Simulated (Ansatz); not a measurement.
HfAlB₄ (space group P6/mmm, No. 191). Coordinates: coordinates from a relaxation with DFT PBE, scalar-relativistic, plane waves, PAW (Ansatz); the starting structure was generated, so it need not be a known form of this composition.

```cif
data_structure
_symmetry_space_group_name_H-M 'P 1'
_symmetry_Int_Tables_number 1
_cell_length_a 3.0525
_cell_length_b 3.0525
_cell_length_c 6.9180
_cell_angle_alpha 90.000
_cell_angle_beta 90.000
_cell_angle_gamma 120.000
_cell_volume 55.82
loop_
_atom_site_label
_atom_site_type_symbol
_atom_site_fract_x
_atom_site_fract_y
_atom_site_fract_z
_atom_site_occupancy
Hf1 Hf 0.00000 0.00000 0.00000 1
Al1 Al 0.00000 0.00000 0.50000 1
B1 B 0.33333 0.66667 0.26455 1
B2 B 0.33333 0.66667 0.73545 1
B3 B 0.66667 0.33333 0.26455 1
B4 B 0.66667 0.33333 0.73545 1
```

Describe the stacking along c, naming the columns A, B, C as they first turn up.

Hf(A) – B(B)+B(C) – Al(A) – B(B)+B(C) (four layers in 6.92 Å).

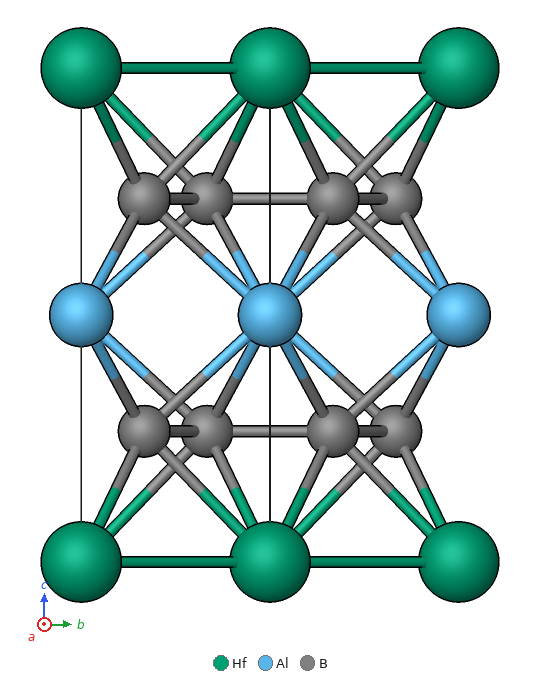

The picture looks along a close-packed row of the hexagonal mesh; c points upwards. Every atom sits on one of the three columns of the mesh; call them A, B, C in the order in which they first turn up. The sequence starts with the first layer at or above the cell's origin.
